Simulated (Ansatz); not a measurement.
# Mo2C (space group Pbcn), energy against volume

Mo2C (space group Pbcn)

```xyz
12
Lattice="4.7050 0.0000 0.0000 0.0000 6.0100 0.0000 0.0000 0.0000 5.1764" Properties=species:S:1:pos:R:3 pbc="T T T"
Mo     1.1570     5.2735     0.4124
Mo     3.5480     0.7365     4.7640
Mo     1.1955     3.7414     3.0006
Mo     3.5094     2.2685     2.1758
Mo     3.5094     3.7414     4.7640
Mo     1.1955     2.2685     0.4124
Mo     3.5480     5.2735     2.1758
Mo     1.1570     0.7365     3.0006
C      2.3525     5.2719     3.8823
C      2.3525     0.7380     1.2941
C      0.0000     3.7430     1.2941
C      0.0000     2.2669     3.8823
```

Equation-of-state scan: isotropic scaling of the cell above, V₀ being its volume. The atoms relax within the cell's symmetry.

Calculation: PBEsol (plane waves to 420 eV, PAW, scalar-relativistic; Ansatz, a first-principles code). k mesh 8×6×7 (Γ-centred), Fermi-Dirac smearing 0.05 eV. Energies are smeared free energies. Compression counts positive. With the shape held, the modulus is that of even scaling; a crystal free to change shape is softer. Mo2C is run without spin polarisation. Mo2C was relaxed with its symmetry unable to fall. The zero of ΔE is the relaxed starting cell.

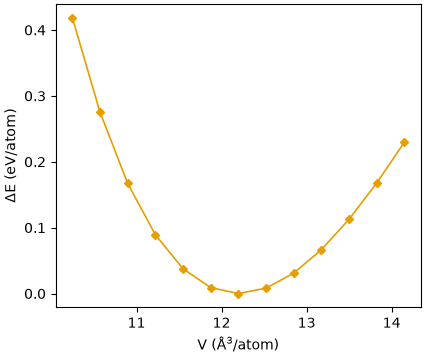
Figure: ΔE (eV/atom) against V (Å³/atom); one marker a computed point.

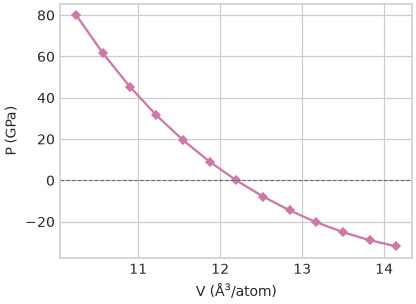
Figure. P (GPa) against V (Å³/atom); markers are the computed points, lines only join them.

The energy cost of the largest compression is 418 meV/atom. The pressure for 5 % compression (fit) comes out as 17.9 GPa and the pressure derivative B₀′ (fit) is 4.5. The energy cost of the largest expansion comes out as 230 meV/atom and the equilibrium volume of the fit comes out as 12.20 Å³/atom.

P = (3B₀/2)(x⁷ − x⁵)[1 + ¾(B₀′ − 4)(x² − 1)] with x = (1/0.95)^(1/3), B₀ = 311 GPa and B₀′ = 4.54.

(Under strain, the slope of the energy per volume gives the stress and its curvature an elastic modulus.)
